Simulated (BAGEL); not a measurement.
# B3LYP/cc-pVDZ (density fitting with qzvpp-jkfit) run of Si2H5F (SMILES F[SiH2][SiH3])

What is the energy change on altering one bond length of Si2H5F at B3LYP/cc-pVDZ (density fitting with qzvpp-jkfit)? 

Program for the calculation: BAGEL 1.2.2.

1 further run of the same task is left out (it didn't finish).

## Step 1: The system as given

The species is Si2H5F (8 atoms), meant as a singlet with charge 0. As SMILES, `F[SiH2][SiH3]`. The shape is that of a PBE0-D4/def2-TZVP optimisation.

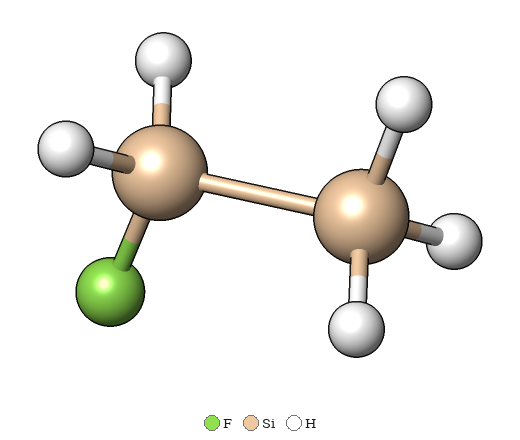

The structure, seen from a chosen angle (fluorine green, silicon light orange, hydrogen white).

## Step 2: A single-point energy at B3LYP/cc-pVDZ (density fitting with qzvpp-jkfit)

calc.json

```json
{ "bagel" : [

{
  "title" : "molecule",
  "basis" : "cc-pvdz.json",
  "df_basis" : "qzvpp-jkfit",
  "angstrom" : true,
  "geometry" : [
    { "atom" : "F", "xyz" : [   -2.015200,    0.986100,   -0.226800 ] },
    { "atom" : "Si", "xyz" : [   -0.575400,    0.581100,   -0.813600 ] },
    { "atom" : "Si", "xyz" : [    0.633500,   -0.611200,    0.800400 ] },
    { "atom" : "H", "xyz" : [   -0.798700,   -0.237500,   -2.033900 ] },
    { "atom" : "H", "xyz" : [    0.125700,    1.834700,   -1.195700 ] },
    { "atom" : "H", "xyz" : [    0.849500,    0.218200,    2.015100 ] },
    { "atom" : "H", "xyz" : [    1.955700,   -0.971100,    0.218900 ] },
    { "atom" : "H", "xyz" : [   -0.082900,   -1.857400,    1.179800 ] }
  ]
},
{ "title" : "ks", "xc_func" : "b3lyp" },
{ "title" : "print", "file" : "orbitals.molden", "orbitals" : true }

]}
```

The basis set cc-pVDZ is read from a file made from the Basis Set Exchange's data (not shown).

Command:

```bash
$ BAGEL_NUM_THREADS=1 BAGEL calc.json > calc.out
```

What it wrote:

```text
* using 1 threads per process

  ===============================================================
  ===============================================================

  *** Geometry ***

  { "atom" : "F", "xyz" : [     -3.808176,      1.863459,     -0.428590 ] },
  { "atom" : "Si", "xyz" : [     -1.087348,      1.098120,     -1.537481 ] },
  { "atom" : "Si", "xyz" : [      1.197142,     -1.155001,      1.512537 ] },
  { "atom" : "H", "xyz" : [     -1.509324,     -0.448810,     -3.843514 ] },
  { "atom" : "H", "xyz" : [      0.237539,      3.467081,     -2.259546 ] },
  { "atom" : "H", "xyz" : [      1.605322,      0.412338,      3.807987 ] },
  { "atom" : "H", "xyz" : [      3.695737,     -1.835113,      0.413661 ] },
  { "atom" : "H", "xyz" : [     -0.156658,     -3.509977,      2.229499 ] },

  Number of auxiliary basis functions:      423

  Since a DF basis is specified, we compute 2- and 3-index integrals:
    o Being stored without compression. Storage requirement is 0.019 GB

  Number of basis functions:       75
  Number of electrons      :       42

    * METHOD: MOLECULE                             0.17

  *** Kohn-Sham DFT ***

    * Removing 12761 points whose weight is below 1.00e-10
    * Grid points: 106487

  === Nuclear Repulsion ===
   151.9234568698

       - DIIS with orbital gradients will be used.

  === KS iteration (b3lyp / cc-pvdz.json) ===
      0       -662.53554416          0.09018214           0.35
      1       -640.13301473          0.12212593           0.33
      2       -508.39081366          0.33169945           0.33
      3       -657.53416661          0.10507687           0.34
      4       -680.41869964          0.05251369           0.33
      5       -681.81968098          0.01145316           0.34
      6       -681.88535302          0.00602141           0.34
      7       -681.90209942          0.00269263           0.34
      8       -681.90677135          0.00052472           0.34
      9       -681.90694536          0.00013068           0.34
     10       -681.90695664          0.00002283           0.34
     11       -681.90695698          0.00000183           0.33
     12       -681.90695699          0.00000078           0.33
     13       -681.90695699          0.00000027           0.33
     14       -681.90695699          0.00000011           0.33
     15       -681.90695699          0.00000002           0.33
     16       -681.90695699          0.00000001           0.33
    * SCF iteration converged.

    * Permanent dipole moment:
           (   -0.450964,     0.152936,     0.119114) a.u.

    * METHOD: KS                                   6.30

    * METHOD: PRINT                                0.02

  ===============================================================
```

Wall time 6.9 s (1 thread of Arm Neoverse V1, shared host); peak memory 0.39 GiB.

## Step 3: The distorted shape

input.json

```json
{ "bagel" : [

{
  "title" : "molecule",
  "basis" : "cc-pvdz.json",
  "df_basis" : "qzvpp-jkfit",
  "angstrom" : "true",
  "geometry" : [
    { "atom" : "F", "xyz" : [      -2.447168,       1.107608,      -0.050749 ] },
    { "atom" : "Si", "xyz" : [      -0.575400,       0.581100,      -0.813600 ] },
    { "atom" : "Si", "xyz" : [       0.633500,      -0.611200,       0.800400 ] },
    { "atom" : "H", "xyz" : [      -0.798700,      -0.237500,      -2.033900 ] },
    { "atom" : "H", "xyz" : [       0.125700,       1.834700,      -1.195700 ] },
    { "atom" : "H", "xyz" : [       0.849500,       0.218200,       2.015100 ] },
    { "atom" : "H", "xyz" : [       1.955700,      -0.971100,       0.218900 ] },
    { "atom" : "H", "xyz" : [      -0.082900,      -1.857400,       1.179800 ] }
  ]
},

{ "title" : "ks", "xc_func" : "b3lyp" },

{ "title" : "print", "file" : "orbitals.molden", "orbitals" : "true" }

]}
```

The basis set cc-pVDZ is read from a file made from the Basis Set Exchange's data (not shown).

Command:

```bash
$ BAGEL_NUM_THREADS=1 BAGEL input.json > input.out
```

What it wrote:

```text
* using 1 threads per process

  ===============================================================
  ===============================================================

  *** Geometry ***

  { "atom" : "F", "xyz" : [     -4.624477,      2.093076,     -0.095902 ] },
  { "atom" : "Si", "xyz" : [     -1.087348,      1.098120,     -1.537481 ] },
  { "atom" : "Si", "xyz" : [      1.197142,     -1.155001,      1.512537 ] },
  { "atom" : "H", "xyz" : [     -1.509324,     -0.448810,     -3.843514 ] },
  { "atom" : "H", "xyz" : [      0.237539,      3.467081,     -2.259546 ] },
  { "atom" : "H", "xyz" : [      1.605322,      0.412338,      3.807987 ] },
  { "atom" : "H", "xyz" : [      3.695737,     -1.835113,      0.413661 ] },
  { "atom" : "H", "xyz" : [     -0.156658,     -3.509977,      2.229499 ] },

  Number of auxiliary basis functions:      423

  Since a DF basis is specified, we compute 2- and 3-index integrals:
    o Being stored without compression. Storage requirement is 0.019 GB

  Number of basis functions:       75
  Number of electrons      :       42

    * METHOD: MOLECULE                             0.16

  *** Kohn-Sham DFT ***

    * Removing 12252 points whose weight is below 1.00e-10
    * Grid points: 106996

  === Nuclear Repulsion ===
   139.4550742697

       - DIIS with orbital gradients will be used.

  === KS iteration (b3lyp / cc-pvdz.json) ===
      0       -663.84118623          0.07921117           0.30
      1       -644.65094028          0.10015654           0.28
      2       -621.30625634          0.21674383           0.28
      3       -658.48309939          0.08928733           0.29
      4       -680.54104398          0.04809398           0.28
      5       -681.72357366          0.01297676           0.28
      6       -681.83204577          0.00639879           0.28
      7       -681.83284909          0.00570766           0.28
      8       -681.85510923          0.00147301           0.28
      9       -681.85649522          0.00025427           0.28
     10       -681.85653003          0.00003119           0.28
     11       -681.85653056          0.00000776           0.28
     12       -681.85653059          0.00000185           0.29
     13       -681.85653059          0.00000044           0.29
     14       -681.85653059          0.00000026           0.29
     15       -681.85653059          0.00000007           0.29
     16       -681.85653059          0.00000001           0.29
     17       -681.85653059          0.00000000           0.29
    * SCF iteration converged.

    * Permanent dipole moment:
           (   -1.217580,     0.423381,     0.296208) a.u.

    * METHOD: KS                                   5.74

    * METHOD: PRINT                                0.02

  ===============================================================
```

Wall time 6.3 s (1 thread of Arm Neoverse V1, shared host); peak memory 0.39 GiB.

## Step 4: Summary of results

Level: B3LYP/cc-pVDZ (density fitting with qzvpp-jkfit).

```
                                                          quantity          value
                                         first shape: total energy  -681.90696 Eh
                                        first shape: dipole moment         1.25 D
                                          first shape: HOMO energy       -8.11 eV
                                          first shape: LUMO energy       -0.46 eV
                                        first shape: HOMO–LUMO gap        7.64 eV
                                     distorted shape: total energy  -681.85653 Eh
                                    distorted shape: dipole moment         3.36 D
                                      distorted shape: HOMO energy       -8.41 eV
                                      distorted shape: LUMO energy       -1.92 eV
                                    distorted shape: HOMO–LUMO gap        6.49 eV
energy change with the F1–Si2 bond stretched from 1.607 to 2.089 Å       1.372 eV
```

**Reading.** With the F1–Si2 bond stretched from 1.607 to 2.089 Å the energy rises by 1.37 eV (132 kJ/mol). The first shape isn't relaxed at this level, so the change isn't measured from a minimum.
